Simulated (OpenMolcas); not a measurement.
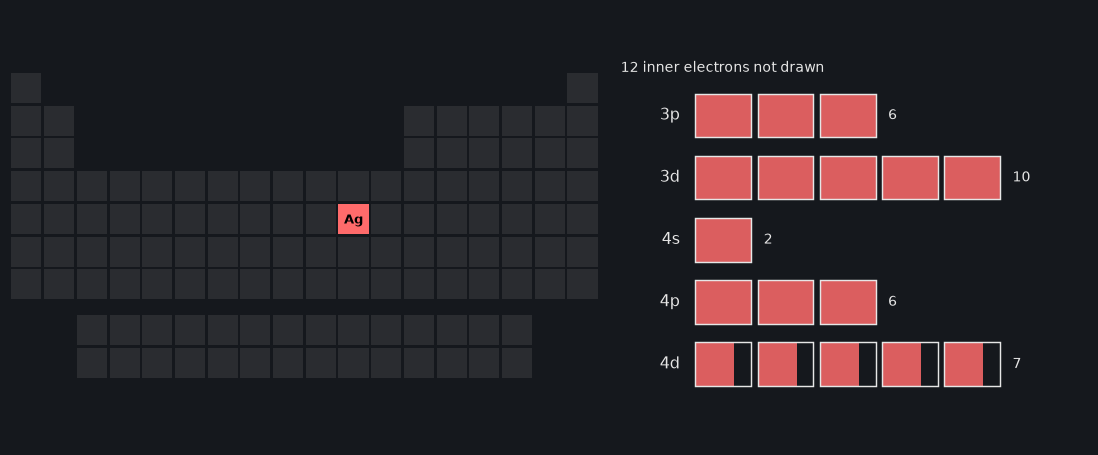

*Left, the place of silver in the periodic table; right, the outer shells of the leading configuration of the lowest level: a box for each of the 2l + 1 orbitals, shaded by the share of the shell that is filled, with the electron count at the right.*

## Multiconfigurational calculation for Ag⁴⁺ (part 1 of 2)

- system: Ag⁴⁺.
- method: state-averaged CASSCF, active space 7 electrons in the shell 4d, basis ANO-R1, X2C scalar Hamiltonian, spin-orbit coupling by RASSI with atomic mean-field integrals (OpenMolcas)

### Key numbers

```
                                 quantity                                    value
                                  outcome                                converged
                             lowest level                                4d⁷ ⁴F₉/₂
                      first excited level  4d⁷ ⁴F₇/₂, 3,770 cm⁻¹ (measured: 3,690)
      energy of the lowest spin-free term                      −5308.84939 hartree
    energy of the lowest spin-orbit level                      −5308.86745 hartree
largest spread among components of a term                                 0.0 cm⁻¹
                                 hardware                1 CPU thread, shared host
                                wall time                                     15 s
```

### Remarks

Against measured levels the run misses widely: 4d7 4P J = 3/2 comes out at 18,158 cm⁻¹ where 14,204 cm⁻¹ is measured. Without dynamic correlation the splittings between terms come out too large, often by 20 to 50 %. To bear in mind: small basis contracted for the neutral atom, rough for a high charge; some levels are strong mixtures of terms (leading term under 70 %); only configurations of the active space are included.

### Input file
```
&GATEWAY
Coord
1

Ag 0.0 0.0 0.0
Basis=ANO-R1
Group=XYZ
NoMove
AngMom=0.0 0.0 0.0
AMFI
&SEWARD
&RASSCF
FileOrb=start.orb
Symmetry=1
Spin=4
nActEl=7 0 0
Inactive=9 9
Ras2=5 0
CIRoot=10 10 1
SDav=10
CIMx=300
Iter=120 100
PrWF=0.3
OrbListing=Nothing
MaxOrb=0
Atom
>>> COPY $Project.JobIph JOB001
&RASSCF
FileOrb=start.orb
Symmetry=1
Spin=2
nActEl=7 0 0
Inactive=9 9
Ras2=5 0
CIRoot=40 40 1
SDav=40
CIMx=300
Iter=120 100
PrWF=0.3
OrbListing=Nothing
MaxOrb=0
Atom
>>> COPY $Project.JobIph JOB002
&RASSI
NrOfJobIphs=2 10 40
1 2 3 4 5 6 7 8 9 10
1 2 3 4 5 6 7 8 9 10 11 12 13 14 15 16 17 18 19 20 21 22 23 24 25 26 27
28 29 30 31 32 33 34 35 36 37 38 39 40
IphNames
JOB001
JOB002
EJob
SpinOrbit
DIPRint=1.0
SOCoupling=1000.0
Subsets=2
MEES
Property=10
'ANGMOM' 1 'ANGMOM' 2 'ANGMOM' 3 'MLTPL  1' 1 'MLTPL  1' 2 'MLTPL  1' 3
'AMFI' 1 'AMFI' 2 'AMFI' 3 'MLTPL  2' 6
SOProperty=3
'ANGMOM' 1 'ANGMOM' 2 'ANGMOM' 3
```

The file start.orb holds starting orbitals from an earlier step. A driver script formed the levels outside the program, from RASSI's spin-orbit matrix and the active-space energies, averaged over the components of each term or state.

Launched with:
```bash
OMP_NUM_THREADS=1 MOLCAS_MEM=2252 MOLCAS_PROJECT=a pymolcas a.inp > a.log  # once for each step of the input, in one work folder
```

### The program's output (extracts)
```
--- SEWARD ---
Basis set label: AG.ANO-R...6S4P3D1F.

      Electronic valence basis set:
      ------------------
      Associated Effective Charge  47.000000 au
      Associated Actual Charge     47.000000 au
      Nuclear Model: Finite nucleus - Gaussian distribution
        Gaussian exponent, Xi/bohr**(-2):  2.03890E+08

      Shell  nPrim  nBasis  Cartesian Spherical Contaminant
         s      23       6        X
         p      16       4        X
         d      12       3                 X
         f       6       1                 X
                  Relativistic X2C integrals
                  Atomic mean-field integrals
--- RASSCF ---
Wave function specifications:
      -----------------------------

      Number of closed shell electrons          36
      Number of electrons in active shells       7
      Max number of holes in RAS1 space          0
      Max nr of electrons in RAS3 space          0
      Number of inactive orbitals               18
      Number of active orbitals                  5
      Number of secondary orbitals              17
      Spin quantum number                      1.5
      State symmetry                             1
Orbital specifications:
      -----------------------

      Symmetry species                           1   2
                                                ag  au
      Frozen orbitals                            0   0
      Inactive orbitals                          9   9
      Active orbitals                            5   0
      RAS1 orbitals                              0   0
      RAS2 orbitals                              5   0
      RAS3 orbitals                              0   0
      Secondary orbitals                         7  10
      Deleted orbitals                           0   0
      Number of basis functions                 21  19
      Number of CSFs                            10
      Number of root(s) required                10
      Iter CI   SX   CI       RASSCF       Energy    max ROT     max BLB   max BLB  Level Ln srch  Step   QN
          iter iter root      energy       change     param      element    value   shift minimum  type update
 Nr of preliminary CI iterations:   1
      Total energies have been shifted. Add                -5000.00 au
        1   1    1    0  -308.82720422    0.00E+00   0.00E+00    9  12 2 -2.76E-08   0.00   0.00    SX    NO
        2   1    1    0  -308.82720422   -5.46E-12   0.00E+00    9  12 2 -2.76E-08   0.00   0.00    SX    NO
        3   1    1    0  -308.82720422    0.00E+00   0.00E+00    9  12 2 -2.76E-08   0.00   0.00    SX    NO
        4   1    1    0  -308.82720422    9.09E-13   0.00E+00    9  12 2 -2.76E-08   0.00   0.00    SX    NO
      Convergence after  4 iterations
        5   1    1    0  -308.82720422   -9.09E-13   0.00E+00    9  12 2 -2.76E-08   0.00   0.00    SX    NO
      Natural orbitals and occupation numbers for root  1
      sym 1:   1.897665   1.000000   1.102335   1.897665   1.102335
      Natural orbitals and occupation numbers for root  2
      sym 1:   1.700785   1.700785   1.000000   1.299215   1.299215
      Natural orbitals and occupation numbers for root  3
      sym 1:   1.173179   1.000000   1.826821   1.826821   1.173179
::    RASSCF root number  1 Total energy:  -5308.84939350
::    RASSCF root number  2 Total energy:  -5308.84939350
::    RASSCF root number  3 Total energy:  -5308.84939350
::    RASSCF root number  4 Total energy:  -5308.84939350
::    RASSCF root number  5 Total energy:  -5308.84939350
::    RASSCF root number  6 Total energy:  -5308.84939350
::    RASSCF root number  7 Total energy:  -5308.84939350
::    RASSCF root number  8 Total energy:  -5308.77542923
::    RASSCF root number  9 Total energy:  -5308.77542923
::    RASSCF root number 10 Total energy:  -5308.77542923
--- RASSCF ---
Wave function specifications:
      -----------------------------

      Number of closed shell electrons          36
      Number of electrons in active shells       7
      Max number of holes in RAS1 space          0
      Max nr of electrons in RAS3 space          0
      Number of inactive orbitals               18
      Number of active orbitals                  5
      Number of secondary orbitals              17
      Spin quantum number                      0.5
      State symmetry                             1
Orbital specifications:
      -----------------------

      Symmetry species                           1   2
                                                ag  au
      Frozen orbitals                            0   0
      Inactive orbitals                          9   9
      Active orbitals                            5   0
      RAS1 orbitals                              0   0
      RAS2 orbitals                              5   0
      RAS3 orbitals                              0   0
      Secondary orbitals                         7  10
      Deleted orbitals                           0   0
      Number of basis functions                 21  19
      Number of CSFs                            40
      Number of root(s) required                40
      Iter CI   SX   CI       RASSCF       Energy    max ROT     max BLB   max BLB  Level Ln srch  Step   QN
          iter iter root      energy       change     param      element    value   shift minimum  type update
 Nr of preliminary CI iterations:   1
      Total energies have been shifted. Add                -5000.00 au
        1   1    4    0  -308.71429166    0.00E+00  -2.59E-03   12  20 1 -7.60E-03*  0.00   0.00    SX    NO
        2   1    4    0  -308.71445389   -1.62E-04*  7.15E-04    9  16 1 -3.79E-03*  0.00   0.00    SX    NO
        3   1    4    0  -308.71446769   -1.38E-05*  2.44E-04    9  16 1  8.41E-04*  0.00   0.00    SX    NO
        4   1    4    0  -308.71446910   -1.42E-06*  7.76E-05    9  16 1 -3.16E-04*  0.00   0.00    SX    NO
        5   1    4    0  -308.71446925   -1.48E-07*  1.91E-05    9  16 1  9.73E-05   0.00   0.76    QN   YES
        6   1    2    0  -308.71446927   -1.74E-08*  4.41E-08    9  15 1  4.42E-07   0.00   1.00    QN   YES
        7   1    1    0  -308.71446927    1.82E-12  -1.24E-10    9  16 1 -6.61E-08   0.00   0.01    QN   YES
      Convergence after  7 iterations
        8   1    1    0  -308.71446927    0.00E+00  -1.24E-10    9  16 1 -6.68E-08   0.00   0.01    QN   YES
      Natural orbitals and occupation numbers for root  1
      sym 1:   1.396221   1.302318   1.313356   1.529628   1.458477
      Natural orbitals and occupation numbers for root  2
      sym 1:   1.539788   1.413356   1.442169   1.302079   1.302607
      Natural orbitals and occupation numbers for root  3
      sym 1:   1.470515   1.374851   1.299122   1.326514   1.528998
::    RASSCF root number  1 Total energy:  -5308.76988494
::    RASSCF root number  2 Total energy:  -5308.76988494
::    RASSCF root number  3 Total energy:  -5308.76988494
::    RASSCF root number  4 Total energy:  -5308.76988494
::    RASSCF root number  5 Total energy:  -5308.76988494
::    RASSCF root number  6 Total energy:  -5308.76988494
::    RASSCF root number  7 Total energy:  -5308.76988494
::    RASSCF root number  8 Total energy:  -5308.76988494
::    RASSCF root number  9 Total energy:  -5308.76988494
::    RASSCF root number 10 Total energy:  -5308.74529993
::    RASSCF root number 11 Total energy:  -5308.74529993
::    RASSCF root number 12 Total energy:  -5308.74529993
::    RASSCF root number 13 Total energy:  -5308.74529993
::    RASSCF root number 14 Total energy:  -5308.74529993
::    RASSCF root number 15 Total energy:  -5308.74529993
::    RASSCF root number 16 Total energy:  -5308.74529993
::    RASSCF root number 17 Total energy:  -5308.74529993
::    RASSCF root number 18 Total energy:  -5308.74529993
::    RASSCF root number 19 Total energy:  -5308.74529993
::    RASSCF root number 20 Total energy:  -5308.74529993
::    RASSCF root number 21 Total energy:  -5308.74529993
::    RASSCF root number 22 Total energy:  -5308.74529993
::    RASSCF root number 23 Total energy:  -5308.74529993
::    RASSCF root number 24 Total energy:  -5308.73530283
::    RASSCF root number 25 Total energy:  -5308.73530283
::    RASSCF root number 26 Total energy:  -5308.73530283
::    RASSCF root number 27 Total energy:  -5308.73530283
::    RASSCF root number 28 Total energy:  -5308.73530283
::    RASSCF root number 29 Total energy:  -5308.67154490
::    RASSCF root number 30 Total energy:  -5308.67154490
```

(Continued in part 2.)
